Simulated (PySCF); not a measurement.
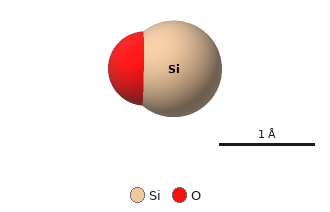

Fig. 1: The structure (ball-and-stick view, seen at a tilt). Bond lengths as drawn: O–Si 0.30 Å.

# Run report: SiO, single-point calculation

- system: SiO
- method: RHF/6-31g*, eomip (PySCF 2.14.0)

Some settings of this run were made unusual or wrong on purpose.

Input
```python
from pyscf import gto, scf, cc

mol = gto.M(
    atom='Si 0 0 0; O 0 0 0.3',
    basis='6-31g*',
    charge=0,
    spin=0,
    verbose=3,
)
mf = scf.RHF(mol)
mf.kernel()
mycc = cc.CCSD(mf, frozen=6)
mycc.kernel()
e = mycc.ipccsd(nroots=6)[0]
print('roots (eV) =', (e*27.211386).round(3))
mf.dip_moment()
print('orbital energies (hartree):', mf.mo_energy[..., max(0, mol.nelec[1]-3):mol.nelec[0]+3].round(4))
```

Launched with:
```bash
OMP_NUM_THREADS=1 python input.py
```

Log
```
converged SCF energy = -317.078651579405
E(CCSD) = -317.2410439908631  E_corr = -0.1623924114581648
roots (eV) = [ 6.432  7.856 14.293 14.928 15.343 18.833]
Dipole moment(X, Y, Z, Debye): -0.00000,  0.00000,  3.18148
orbital energies (hartree): [-1.0233 -0.55   -0.2423  0.0528  0.1023  0.2926]
```

Outcome

| quantity | value |
| --- | --- |
| outcome | converged |
| SCF energy | −317.078652 hartree |
| dipole moment | 3.18 D |
| hardware | 1 CPU thread, shared host |
| wall time | 1.3 s |

Some settings of this run were drawn to be unusual or wrong. It converged; results that depend on the unusual settings are not reference values.
